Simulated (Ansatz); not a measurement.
**COF2 (carbonyl fluoride): a chain of runs**

Wanted: a series of 30 runs (HF/STO-3G, UHF/STO-3G, HF/3-21G, UHF/3-21G, HF/6-31G*, UHF/6-31G*, B3LYP/6-31G*, UB3LYP/6-31G*, and more) of CF2O. 

The calculation is run with Ansatz 0.2.0.

### 1 Starting point

COF2 has 4 atoms, charge 0, and is taken as a singlet. As SMILES, `O=C(F)F`. The coordinates come from a PBE0-D4/def2-TZVP relaxation. The run starts from this shape.

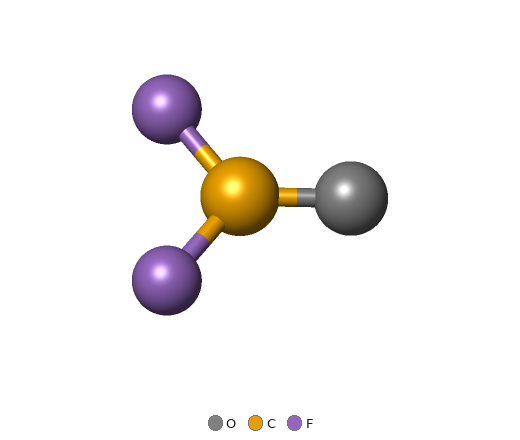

The structure, seen from a chosen angle (oxygen grey, carbon amber, fluorine purple).

### 2 A geometry optimisation at HF/STO-3G (run 1)

File molecule.yaml:

```yaml
crystal:
  periodic: [false, false, false]
  atoms:
    - symbol: O
      position_ang: [-1.242660, -0.157400, 0.153910]
    - symbol: C
      position_ang: [-0.091830, -0.011630, 0.011370]
    - symbol: F
      position_ang: [0.845490, -0.826670, 0.424670]
    - symbol: F
      position_ang: [0.488990, 0.995700, -0.589960]
basis:
  gaussian:
    orbitals: STO-3G
hamiltonian:
  xc: hf
relax:
  f_tol: 0.002
output:
  orbitals: {seedname: orbitals}
```

Run with:

```
$ ansatz run molecule.yaml --threads 1 --pin off --max-ram 3480MiB --events-out events.jsonl --progress --plain --runs-dir runs
```

The log of the run:

```text
Warning: RAYON_NUM_THREADS=1 ignored (pool sized by the plan → 1); use --threads N
The last accepted step is kept in runs//last_step.txt (removed where the run ends without a failure and the disk answers)
[... 50 lines left out ...]
Total energy: -8362.27502102 eV, -307.3079388690 hartree
[... 4 lines left out ...]
Dipole moment:     0.184913     0.023422    -0.022903 e Å
```

Run time: 2.8 s. Hardware: 1 thread of Arm Neoverse N1, shared host.

Step by step:

```csv
step,energy from the first frame kept (eV),largest force (eV/Å)
1,0.0000,5.1833
2,-0.2040,0.5755
3,-0.2110,0.0936
4,-0.2114,0.1785
5,-0.2116,0.0084
6,-0.2116,0.0000
```

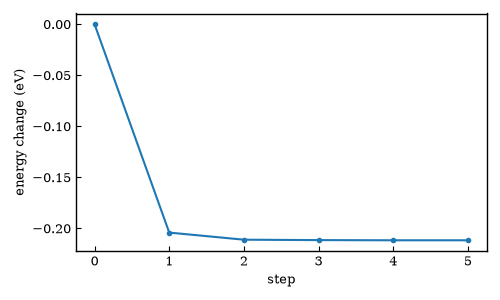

Energy along the run.

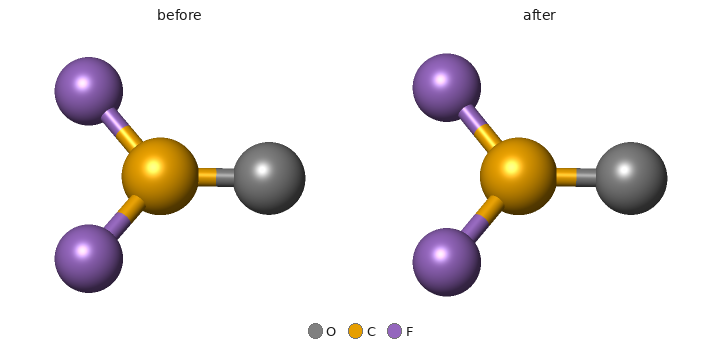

Before and after, at one scale.

After the run. Bond lengths: O1–C2 1.208 Å, C2–F3 1.347 Å, C2–F4 1.347 Å. Angles: O1–C2–F3 125.0°, O1–C2–F4 125.0°, F3–C2–F4 109.9°.

### 3 Vibrational wavenumbers at HF/STO-3G (run 2)

File in.yaml:

```yaml
crystal:
  periodic: [false, false, false]
  atoms:
    - {symbol: O, position_ang: [-1.273366, -0.161290, 0.157712]}
    - {symbol: C, position_ang: [-0.083479, -0.010572, 0.010337]}
    - {symbol: F, position_ang: [0.864252, -0.864023, 0.444871]}
    - {symbol: F, position_ang: [0.492583, 1.035885, -0.612929]}
basis:
  gaussian:
    orbitals: STO-3G
hamiltonian:
  xc: hf
phonons:
  temperatures:
    t_min: 298.15
    t_max: 298.15
    t_step: 1
```

Run with:

```
$ ansatz run in.yaml --threads 1 --pin off --max-ram 3480MiB --events-out events.jsonl --progress --plain --runs-dir runs
```

The log of the run:

```text
Warning: RAYON_NUM_THREADS=1 ignored (pool sized by the plan → 1); use --threads N
[... 55 lines left out ...]
Total energy: -8362.27502079 eV, -307.3079388603 hartree
[... 4 lines left out ...]
Dipole moment:     0.184913     0.023422    -0.022903 e Å
Vibrations: 533.87 603.55 704.77 1074.85 1564.72 2166.75 cm⁻¹, zero-point energy 0.412155 eV
```

Wall time 2.3 s (1 thread of Arm Neoverse N1, shared host).

Runs 3 to 29 aren't shown in full; the table further down has their settings and results.

### 4 The harmonic vibrations at CCSD/cc-pVDZ (run 30)

File in.yaml:

```yaml
crystal:
  periodic: [false, false, false]
  atoms:
    - symbol: O
      position_ang: [-1.251674, -0.158542, 0.155026]
    - symbol: C
      position_ang: [-0.092257, -0.011684, 0.011423]
    - symbol: F
      position_ang: [0.851511, -0.832718, 0.427786]
    - symbol: F
      position_ang: [0.492410, 1.002944, -0.594245]
basis:
  gaussian:
    orbitals: cc-pVDZ
correlation:
  method: ccsd
accuracy: high
scf:
  omitted_lower_state_checks: [cluster_reference]
phonons:
  temperatures: {t_min: 298.15, t_max: 298.15, t_step: 1}
```

Run with:

```
$ ansatz run in.yaml --threads 1 --pin off --max-ram 3480MiB --events-out events.jsonl --progress --plain --runs-dir runs
```

The log of the run:

```text
Warning: RAYON_NUM_THREADS=1 ignored (pool sized by the plan → 1); use --threads N
[... 11 lines left out ...]
4 core orbitals not correlated: weight in the atoms' cores, before any rotation towards them, 1.000 or more for the frozen orbitals, at most 0.000 for the correlated occupied ones
[... 140 lines left out ...]
4 core orbitals not correlated: weight in the atoms' cores, before any rotation towards them, 1.000 or more for the frozen orbitals, at most 0.000 for the correlated occupied ones
[... 112 lines left out ...]
Dipole moment:     0.192126     0.024336    -0.023796 e Å
[... 1 line left out ...]
Checks for a lower state left out: cluster_reference
```

Run time: 2.5 min. Hardware: 1 thread of Arm Neoverse N1, shared host; peak memory 0.26 GiB.

### 5 Overview of the runs

```csv
run,level,task,walk f tol,partner,energy (Eh),dipole moment (D),wall time
1,HF/STO-3G,optimise,0.002,base,-307.307939,0.90,2.8 s
2,HF/STO-3G,frequencies,–,base,-307.307939,0.90,2.3 s
3,UHF/STO-3G,energy,–,cation,-306.987476,–,0.2 s
4,UHF/STO-3G,optimise,–,cation,-307.019283,–,3.6 s
5,HF/3-21G,optimise,0.002,base,-309.904277,0.95,1.9 s
6,HF/3-21G,frequencies,–,base,-309.904277,0.95,2.2 s
7,UHF/3-21G,energy,–,cation,-309.446620,–,0.38 s
8,UHF/3-21G,optimise,–,cation,-309.472778,–,3.9 s
9,HF/6-31G* (Cartesian functions),optimise,0.002,base,-311.615303,1.34,5.4 s
10,HF/6-31G* (Cartesian functions),frequencies,–,base,-311.615303,1.34,6.3 s
11,UHF/6-31G* (Cartesian functions),energy,–,cation,-311.170519,–,1.2 s
12,UHF/6-31G* (Cartesian functions),optimise,–,cation,-311.200151,–,8.4 s
13,B3LYP/6-31G* (Cartesian functions),optimise,0.002,base,-313.007950,1.16,12 s
14,B3LYP/6-31G* (Cartesian functions),frequencies,–,base,-313.007950,1.16,13 s
15,UB3LYP/6-31G* (Cartesian functions),energy,–,cation,-312.522321,–,3.6 s
16,UB3LYP/6-31G* (Cartesian functions),optimise,–,cation,-312.544651,–,23 s
17,PBE/def2-SVP,optimise,0.002,base,-312.482143,1.05,9 s
18,PBE/def2-SVP,frequencies,–,base,-312.482143,1.05,9 s
19,UPBE/def2-SVP,energy,–,cation,-312.001788,–,5.4 s
20,UPBE/def2-SVP,optimise,–,cation,-312.019524,–,23 s
21,MP2/6-31G* (Cartesian functions),optimise,0.002,base,-312.252702,1.01,9 s
22,MP2/6-31G* (Cartesian functions),frequencies,–,base,-312.252702,1.01,12 s
23,UMP2/6-31G* (Cartesian functions),energy,–,cation,-311.756444,–,1.9 s
24,UMP2/6-31G* (Cartesian functions),optimise,–,cation,-311.783130,–,17 s
25,PBE-D3(BJ)/def2-TZVP,optimise,0.002,base,-312.860555,1.02,18 s
26,PBE-D3(BJ)/def2-TZVP,frequencies,–,base,-312.860555,1.02,18 s
27,CCSD(T)/cc-pVDZ,optimise,0.002,base,-312.331671,0.91,2.4 min
28,CCSD(T)/cc-pVDZ,frequencies,–,base,-312.331671,0.91,3.7 min
29,CCSD/cc-pVDZ,optimise,0.002,base,-312.314268,0.94,99 s
30,CCSD/cc-pVDZ,frequencies,–,base,-312.314268,0.94,2.5 min
```

### 6 Outcome

```
                                                                           quantity          value
                                                 run 30, CCSD/cc-pVDZ: total energy  -312.31427 Eh
                           run 30, CCSD/cc-pVDZ: dipole moment (correlated density)         0.94 D
                  run 30, CCSD/cc-pVDZ: correlation energy (4 core orbitals frozen)     -681.9 mEh
                                                run 30, CCSD/cc-pVDZ: T1 diagnostic          0.014
                                     run 30, CCSD/cc-pVDZ: largest force on an atom     0.000 eV/Å
                                   run 30, CCSD/cc-pVDZ: lowest harmonic wavenumber       589 cm⁻¹
                                  run 30, CCSD/cc-pVDZ: highest harmonic wavenumber      2031 cm⁻¹
                                            run 30, CCSD/cc-pVDZ: zero-point energy    38.0 kJ/mol
                      vertical ionisation energy (to the doublet cation), HF/STO-3G       8.720 eV
                      vertical ionisation energy (to the doublet cation), HF/6-31G*      12.103 eV
                   vertical ionisation energy (to the doublet cation), B3LYP/6-31G*      13.215 eV
                   vertical ionisation energy (to the doublet cation), PBE/def2-SVP      13.071 eV
 adiabatic ionisation energy (to the doublet cation, no zero-point term), HF/STO-3G       7.855 eV
  adiabatic ionisation energy (to the doublet cation, no zero-point term), HF/3-21G      11.742 eV
 adiabatic ionisation energy (to the doublet cation, no zero-point term), HF/6-31G*      11.297 eV
adiabatic ionisation energy (to the doublet cation, no zero-point term), MP2/6-31G*      12.778 eV
```

In words: At HF/STO-3G: the vertical ionisation energy comes to 8.72 eV (841 kJ/mol). In a minimal basis such a difference can be off by several eV, whatever the method. At HF/6-31G*: the vertical ionisation energy comes to 12.10 eV (279 kcal/mol). At B3LYP/6-31G*: the vertical ionisation energy comes to 13.21 eV (305 kcal/mol). At PBE/def2-SVP: the vertical ionisation energy comes to 13.07 eV (1261 kJ/mol). At HF/STO-3G: the adiabatic ionisation energy (to the doublet cation, no zero-point term) is 7.85 eV (758 kJ/mol). Totals of different functionals can't be ranked against each other. In runs 1, 2, 3, 4 the basis is minimal, so the values are rough. All runs together took 14 min, the longest 3.7 min.
